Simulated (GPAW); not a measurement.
# A GW chain in GPAW: InP (F-43m), part 2 of 2

Aim: the G0W0 gap of InP (F-43m) on PBE, step by step.

GPAW 26.7.0; PBE and many-body steps on it, plane waves. Known limits of the many-body steps: not at the basis limit; no spin-orbit coupling.

So far. Step 3 (Bands along the symmetry lines): The gap is 0.708 eV, as in the run before at this level. Step 4 (Empty states on the mesh, 6×6×6 mesh, 603 bands): On this mesh the gap is 0.708 eV.

The database entry behind the starting cell differs from later determinations by our own check (0.1 to 0.3 % short, probably kX units), so it need not match the best structure at ambient conditions.

## (5) Screening and self-energy, 6×6×6 mesh, 276 bands, screening to 180 eV

G0W0 replaces the xc potential by the self-energy, built once from these orbitals. Only a window of levels is corrected, while the sums run over the empty bands that the input names.

This step: G0W0 on PBE, plane waves, PAW.

run.py

```python
import json
import numpy as np
from gpaw.mpi import world
from gpaw.response.g0w0 import G0W0

gw = G0W0('full.gpw',
    filename='gw',
    kpts=[0],
    bands=(7, 11),
    ecut=180,
    nbands=276,
    integrate_gamma='WS',
    ppa=True)
gw.calculate()
res = {mode: {k: v for k, v in r.items() if k != 'sigma_eskwn'}
       for mode, r in gw.all_results.items()}

if world.rank == 0:
    with open('result.json', 'w') as f:
        json.dump(res, f, default=lambda x: x.tolist())
```

Run with:

```bash
mpirun -n 4 gpaw python run.py
```

Numbers of over 12 decimals in the logs are rounded to 6 here.

What it wrote:

```text
Using integrator: PointIntegrator
FrequencyGridDescriptor(from 0.000+0.000j to 0.000+27.211j eV, 2 points)
Nonperiodic BCs:  [False False False]
Using integrator: PointIntegrator
FrequencyGridDescriptor(from 0.000+0.000j to 0.000+27.211j eV, 2 points)
Nonperiodic BCs:  [False False False]
  ___  _ _ _
 |   || | | |
 | | || | | |
 |__ ||_____|
 |___|

BZ k-points: Symmetries present (total): 24

  [... matrices ...]
216 k-points: 6 x 6 x 6 Monkhorst-Pack grid + [1/12,1/12,1/12]
16 k-points in the irreducible part of the Brillouin zone
       k-points in crystal coordinates                weights
   0:     0.00000000    0.00000000    0.00000000          1/216
   1:     0.16666667    0.16666667    0.00000000          6/216
   2:     0.16666667    0.16666667    0.16666667          8/216
   3:     0.33333333    0.16666667    0.16666667         12/216
   4:     0.33333333    0.33333333   -0.33333333         12/216
   5:     0.33333333    0.33333333    0.00000000          6/216
   6:     0.33333333    0.33333333    0.16666667         24/216
   7:     0.33333333    0.33333333    0.33333333          8/216
   8:     0.50000000    0.33333333   -0.33333333         24/216
   9:     0.50000000    0.33333333   -0.16666667         12/216
          ...
  15:     0.50000000    0.50000000    0.50000000          4/216

Distributing spins, k-points and bands (1 x 1 x 4) over 4 processes
Number of blocks: 1

Quasi particle states:
k-points (IBZ indices): [0]
Band range: (7, 11)
  [... matrices ...]
Computational parameters:
Plane wave cut-off: 180 eV
Number of bands: 276
Coulomb cutoff: None
Broadening: 0.1 eV

fxc modes: GW
Kernel: RPA
Using Godby-Needs plasmon-pole approximation:
  Fitting energy: i*E0, E0 = 1.000 Hartree
Summing all q:

Calculating screened Coulomb potential
No Coulomb truncation
FrequencyGridDescriptor(from 0.000+0.000j to 0.000+27.211j eV, 2 points)
Removing empty qpoint cache files...

Calculating chi0 body with:
    Ground state adapter containing:
    Number of spins: 1
    Number of kpoints: 216
    Number of irreducible kpoints: 16
    Number of completely occupied states: 9
    Number of partially occupied states: 9
    Occupied states memory: 1.271805 M / cpu

    Linear response parametrization:
    q_c: [1.3877787807814457e-17, 1.3877787807814457e-17, 1.3877787807814457e-17]
    Number of frequency points: 2
    Planewave cutoff: 180.0
    Number of bands: 276
    Number of planewaves: 283
    Broadening (eta): 1e-06
    comm.size: 4
    kncomm.size: 4
    blockcomm.size: 1

    Memory estimate of potentially large arrays:
        chi0_wGG: 2.444122 M / cpu
Integrating chi0 body.

Symmetries of q_c:
    Direct symmetries (Uq -> q): 24
    Indirect symmetries (TUq -> q): 24
In total 48 allowed symmetries.

  [... matrices ...]
16 groups of equivalent kpoints. 92.592593% reduction.

Integral kind: response function
Integrating chi0 head and wings.

Symmetries of q_c:
    Direct symmetries (Uq -> q): 24
    Indirect symmetries (TUq -> q): 24
In total 48 allowed symmetries.

  [... matrices ...]
16 groups of equivalent kpoints. 92.592593% reduction.

Integral kind: response function wings

Calculating chi0 body with:
    Ground state adapter containing:
    Number of spins: 1
    Number of kpoints: 216
    Number of irreducible kpoints: 16
    Number of completely occupied states: 9
    Number of partially occupied states: 9
[... the further q-points ...]

Results:
f:      Occupation numbers
eps:     KS-eigenvalues [eV]
vxc:     KS vxc [eV]
exx:     Exact exchange [eV]
sigma:   Self-energies [eV]
dsigma:  Self-energy derivatives
Z:       Renormalization factors
qp:      QP-energies [eV]

k-point 0 (0): (0.000, 0.000, 0.000)                GW
band       f     eps     vxc     exx   sigma  dsigma       Z      qp
                                                                   GW
   7   1.000   4.919 -15.136 -16.678   0.821  -0.286   0.778   4.358
   8   1.000   4.919 -15.136 -16.678   0.821  -0.286   0.778   4.358
   9   0.000   5.627 -14.063 -10.390  -3.571  -0.261   0.793   5.707
  10   0.000   8.984 -11.569  -7.135  -4.260  -0.259   0.794   9.122
```

Elapsed: 8.1 min, on 4 MPI ranks of Intel Xeon Platinum 8259CL at 2.50GHz (Skylake/Cascade Lake), shared host; peak memory 1.4 GiB.

Numbers from this step:

| Property | Result |
| --- | --- |
| G0W0 gap on the points computed | 1.349 eV |
| least direct G0W0 gap on the computed points | 1.349 eV |
| Z at the valence top | 0.7778 |
| Z at the conduction bottom | 0.7931 |
| starting gap on the mesh | 0.7081 eV |
| k of the valence top | 0, 0, 0 |
| k of the conduction bottom | 0, 0, 0 |

The gap on the mesh goes from 0.71 eV to 1.35 eV, a correction of +0.64 eV.

Limits: finite bands, cutoff and mesh; no spin-orbit coupling. v1 is the top filled band, c1 the lowest empty one. Levels before and after the correction, in eV, zero at the valence-band top of each column:

|  | conduction bottom | valence top |
| --- | --- | --- |
| Kohn-Sham | 0.71 | 0.00 |
| G0W0 | 1.35 | 0.00 |

|  | level | energy (eV) |
| --- | --- | --- |
| Kohn-Sham | Γ v2-v1 | 0.000 |
| Kohn-Sham | Γ c1 | 0.708 |
| Kohn-Sham | Γ c2 | 4.065 |
| G0W0 | Γ v2-v1 | 0.000 |
| G0W0 | Γ c1 | 1.349 |
| G0W0 | Γ c2 | 4.764 |

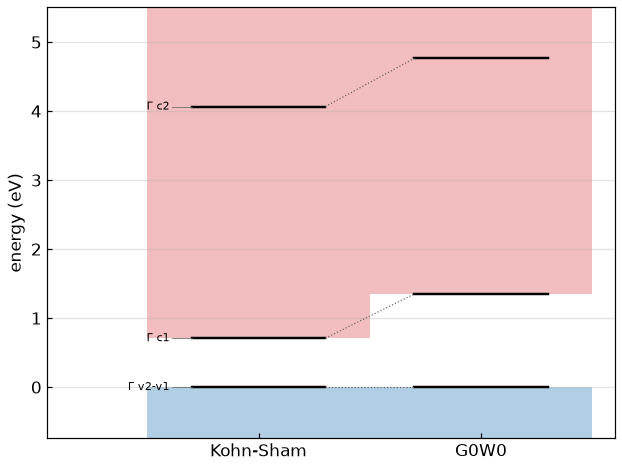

Levels before and after the correction. Shaded: valence and conduction bands.

## (6) Where the time went

Times are wall times on 4 MPI ranks of Intel Xeon Platinum 8259CL at 2.50GHz (Skylake/Cascade Lake), shared host, good to a factor of about two.

| step | time | share | memory (GiB) |
| --- | --- | --- | --- |
| ground state | 7.3 s | 1 % | 0.64 |
| bands along the symmetry lines | 8.3 s | 2 % | 0.68 |
| empty states on the mesh | 12 s | 2 % | 1.1 |
| screening and self-energy | 8.1 min | 95 % | 1.4 |

## (7) Outcome

| Property | Result |
| --- | --- |
| PBE gap | 0.71 eV, direct |
| G0W0 gap on the mesh | 1.35 eV |
| GW settings | 6×6×6 mesh, 276 bands, screening to 180 eV, Godby-Needs plasmon pole |
| known limits | not at the basis limit; no spin-orbit coupling |

G0W0 moves the gap on the mesh from 0.71 eV to 1.35 eV (+0.64 eV), with Z of 0.78 and 0.79 at the edges. Only 1 of the mesh's irreducible points was corrected, so a valley elsewhere could overtake. The dearest step here is «screening and self-energy». Bands and cutoff are finite, so the gap is not at the basis limit. The miss can reach some tenths of an eV and take either sign; the mesh is an error of its own. These stock PAW sets were not made for GW. In the G0W0 run levels were corrected at 1 k point alone, so a gap called «on the mesh» is the least over those, and an edge elsewhere would be missed. The many-body steps are scalar-relativistic: spin-orbit coupling is not in them.

[Paths, hosts, dates, memory and timing lines, banners, echoed tables and standing remarks are left out of the program output.]

[Logs are printed without paths, hosts, clocks, repeated set-up lines and the standing remarks that a program may print on its own settings, such as how far it seeks lower states.]

[Runs of the session that timed out or met a known fault of the program may be left out.]

[Hosts, paths, dates, database ids (printed as entryN), source tags and the programs' standing remarks are cut or masked in the printed files.]
